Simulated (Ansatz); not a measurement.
A series of calculations on AlH$_{2}$OF$_{3}$

## 1. Relaxation

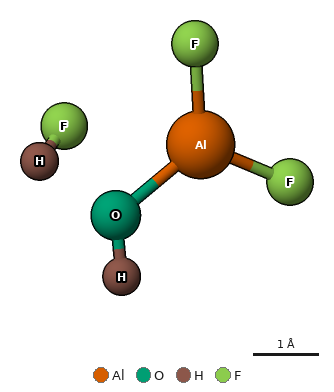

This is the input geometry for a relaxation of AlH2OF3. A ball-and-stick model, seen at a tilt.

The run prepares an end point of a later path (reaction) calculation, from a guessed geometry.

The calculation used Ansatz 0.2.0, RHF/def2-SVP.

Input file:
```yaml
crystal:
  periodic: [false, false, false]
  atoms:
    - { symbol: Al, position_ang: [-0.080491, -0.226345, 0.018803] }
    - { symbol: O, position_ang: [-0.123326, -0.215695, 1.753717] }
    - { symbol: H, position_ang: [-0.873784, -0.493215, 2.257705] }
    - { symbol: F, position_ang: [1.356333, -0.205106, -0.753163] }
    - { symbol: F, position_ang: [-1.468314, -0.423503, -0.825077] }
    - { symbol: F, position_ang: [0.180853, 2.462741, 1.015396] }
    - { symbol: H, position_ang: [0.247729, 1.959623, 1.773419] }
basis:
  gaussian: { orbitals: def2-SVP }
hamiltonian:
  xc: hf
relax:
  f_tol: 0.03
  max_steps: 50
```

Command:
```bash
ansatz run input.yaml --threads 1 --pin off --max-ram 2048MiB --backend cpu --events-out ev --progress --plain --runs-dir out
```

### Where does the relaxation end?

The largest move after the best rigid fit is that of F6, 0.59 Å. Largest moves by element: F 0.59 Å, H 0.50 Å, Al 0.35 Å, O 0.24 Å. Among the contacts that change: Al1–F6 2.880 → 1.972 Å, Al1–H7 2.822 → 2.226 Å, Al1–O2 1.735 → 1.706 Å, F6–H7 0.912 → 0.928 Å. New bonds form, among them: Al1–F6 (2.88 → 1.97 Å). Bond angles that change, for instance: Al1–O2–H3 123.4° → 135.2°, F4–Al1–F5 120.3° → 116.9°. Groups turn about Al1–O2 by about 70°. The energy falls by 0.491 eV in 12 accepted moves (14 points after the start). Largest force component: 1.5 eV/Å at the start, 0.022 eV/Å at the end. The line search rejected the trial steps at points 10, 13 of the run. The forces were under the threshold at step 12, but the run went on from there. The run took 16 s on 1 thread of Arm Neoverse V2 (shared host), peak memory 0.15 GiB.

The structure at the end:

```xyz
7

Al   -0.0815    0.0971    0.1438
O    -0.2861   -0.0571    1.8304
H    -0.4823   -0.7654    2.4157
F     1.3616   -0.2982   -0.5387
F    -1.3991    0.0865   -0.8403
F     0.1290    1.9874    0.6643
H    -0.0026    1.8082    1.5657
```

After the run, drawn alike:

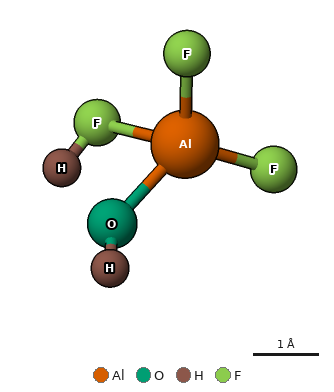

Limits of the set-up: the start holds two separate molecules, 2.2 Å apart at their closest, whose relative position is a soft coordinate and is computed without a dispersion correction; Hartree-Fock leaves out electron correlation.

## 2. Relaxation

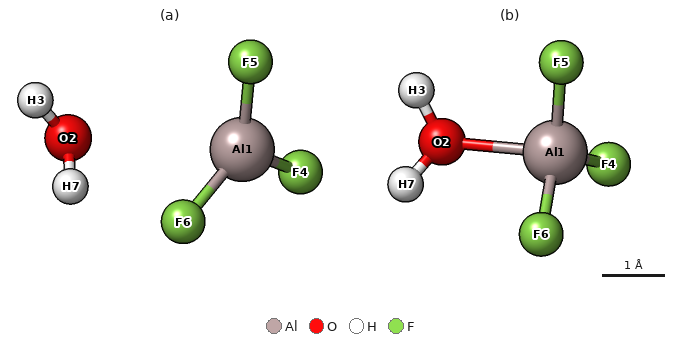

The structure of AlH$_{2}$OF$_{3}$ before (left) and after (right) a relaxation, at one scale.

A ball-and-stick model, seen at a tilt.

The run prepares an end point of a later path (reaction) calculation, from a guessed geometry.

Computed with RHF/def2-SVP in Ansatz. Settings: no spin polarisation; force threshold 0.03 eV/Å; at most 50 steps.

Summarise the run.

Answer. H3 moves most after the best rigid fit: 0.70 Å. Largest moves by element: H 0.70 Å, O 0.59 Å, F 0.55 Å, Al 0.45 Å. Some distances before and after: Al1–O2 2.957 → 1.942 Å, O2–H7 0.971 → 0.951 Å, Al1–F4 1.629 → 1.646 Å, Al1–F6 1.667 → 1.654 Å. New bonds form, among them: Al1–O2 (2.96 → 1.94 Å). Bond angles that change, for instance: F4–Al1–F5 121.2° → 117.0°, H3–O2–H7 105.3° → 109.4°, F4–Al1–F6 119.4° → 117.1°. The energy falls by 105.1 kJ/mol in 8 accepted moves (9 points after the start). Largest force component: 1.2 eV/Å at the start, 0.029 eV/Å at the end. The line search rejected the trial step at point 8 of the run. Cost: 11 s on 1 thread of Arm Neoverse V2, on a shared host, peak memory 0.15 GiB.

Limits of the set-up: Hartree-Fock leaves out electron correlation.

## 3. Path

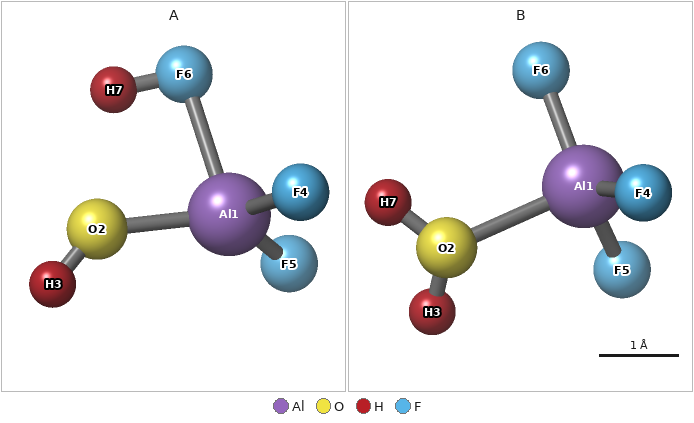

The two relaxed end points of a path for AlH2OF3. A ball-and-stick model, seen at a tilt.

Theory: RHF/def2-SVP (Ansatz 0.2.0).

Settings: 9 movable images; climbing image; force threshold 0.03 eV/Å; iteration limit 60.

Start:
```xyz
7

Al   -0.0816    0.0972    0.1437
O    -0.2881   -0.0571    1.8301
H    -0.4863   -0.7651    2.4150
F     1.3613   -0.3009   -0.5375
F    -1.3983    0.0897   -0.8416
F     0.1324    1.9869    0.6650
H    -0.0005    1.8077    1.5662
```

End:
```xyz
7

Al    0.0409    0.4852   -0.0822
O    -0.0933    0.1755    1.8299
H    -0.8168   -0.3618    2.1331
F     1.4105   -0.2895   -0.5660
F    -1.4009   -0.2193   -0.4826
F     0.1013    2.1355    0.0109
H    -0.0028    0.9330    2.3976
```

> Predict the minimum-energy path and its barrier.

The highest point, image 4, lies 3.2 kcal/mol above the start and 30.7 kcal/mol above the end; the end is at −27.4 kcal/mol relative to the start. A hydrogen atom shifts from one atom to another. Breaking: F6–H7 (0.93 → 1.07 at the top → 2.67 Å). Forming: O2–H7 (1.91 → 1.30 at the top → 0.95 Å). The band converged in 15 iterations, with a climbing image at the top.

Energies of the converged images:

```csv
image,path (Å),E (kcal/mol)
0,0.00,0.0
1,0.16,0.1
2,0.33,0.7
3,0.49,2.0
4,0.66,3.2
5,0.93,-5.9
6,1.19,-19.1
7,1.46,-24.6
8,1.72,-26.7
9,1.99,-27.4
10,2.26,-27.4
```

The geometry at the top of the path:

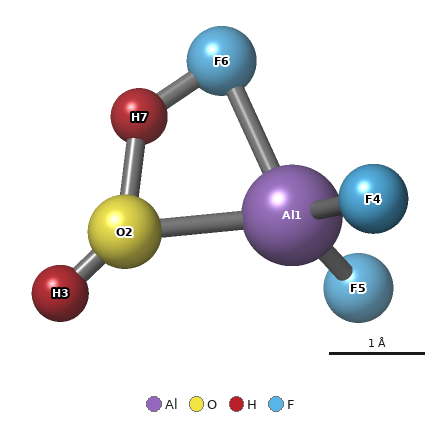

Limits of the set-up: Hartree-Fock leaves out electron correlation.

The run took 120 s on 1 thread of Arm Neoverse V2, on a shared host, peak memory 0.15 GiB.
